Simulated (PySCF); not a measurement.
CH14OSi5 (SMILES C[SiH2][Si]([SiH3])([SiH3])O[SiH3])

```xyz
21

C    -1.0479    2.4574    0.9463
Si   -1.8257    0.7515    0.6153
Si   -0.1406   -0.8036    0.1203
Si   -0.7931   -2.6714   -1.1122
Si    1.2606   -1.2477    1.9384
O     0.8327   -0.0213   -0.9720
Si    1.7926    1.1142   -1.5868
H    -1.7912    3.2253    1.1418
H    -0.4599    2.7752    0.0890
H    -0.3802    2.4205    1.8030
H    -2.5773    0.3591    1.8202
H    -2.8410    0.9424   -0.4367
H    -1.7269   -2.3902   -2.2105
H     0.3042   -3.4288   -1.7270
H    -1.4878   -3.6129   -0.2248
H     1.9517   -0.0709    2.4844
H     0.4608   -1.7913    3.0433
H     2.3237   -2.2286    1.6815
H     0.9554    1.9534   -2.4438
H     2.8197    0.3933   -2.3318
H     2.3613    1.8911   -0.4838
```

Geometry: GFN2-xTB.

Theory: PBE0/pcSseg-1, SCF density, gas phase, non-relativistic in PySCF.

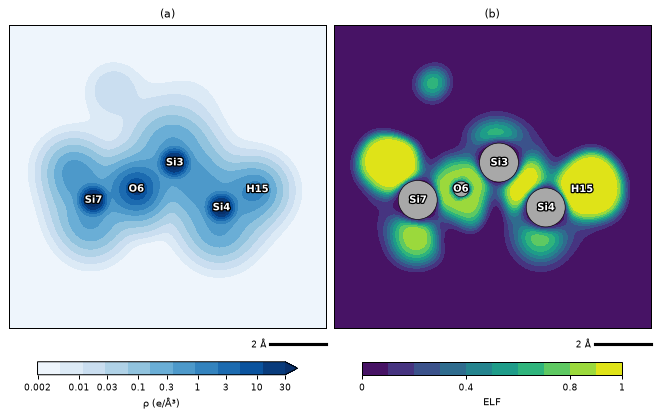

Figure 1. (a) total electron density; (b) electron localisation function on the plane of atoms Si3, O6 and Si7. Grey discs cover the atomic cores in the ELF map.

**What do the fields say about this system?**

Atoms in the plane: Si, O and H.
Si–O (1.61 Å): ρ at the midpoint is about 1.2 e/Å³; the ELF peaks at about 0.85 between the atoms; a short, strongly polar bond.
Si–Si (2.33 Å): the density is about 0.65 e/Å³ at the midpoint; the ELF peaks at about 1 between the atoms: localised, covalent bonding.
Si–O (1.66 Å): ρ at the midpoint is about 1 e/Å³; the ELF peaks at about 0.85 between the atoms: a shared but strongly polarised pair.
Si–H (1.47 Å): ρ at the midpoint is about 0.79 e/Å³; the ELF climbs to about 1 towards the hydrogen, as it does in any bond to H.
The ELF also peaks beside O6, away from the bonds: lone-pair regions.

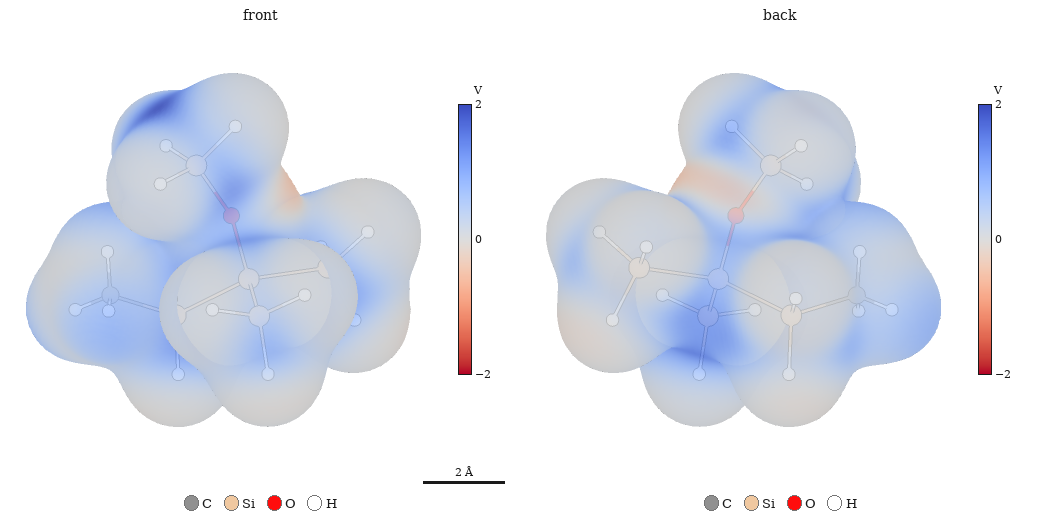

Figure 2. The molecular electrostatic potential painted on the density surface at 0.002 e/bohr³, seen from the front and from behind; red is negative and blue positive.

**Describe the electrostatic potential map.**

The most negative region (about −0.3 V) lies over O6, the most positive (about +1.6 V) over Si7.

**What dipole moment does the calculation give?**

Its dipole moment is 1.09 D.
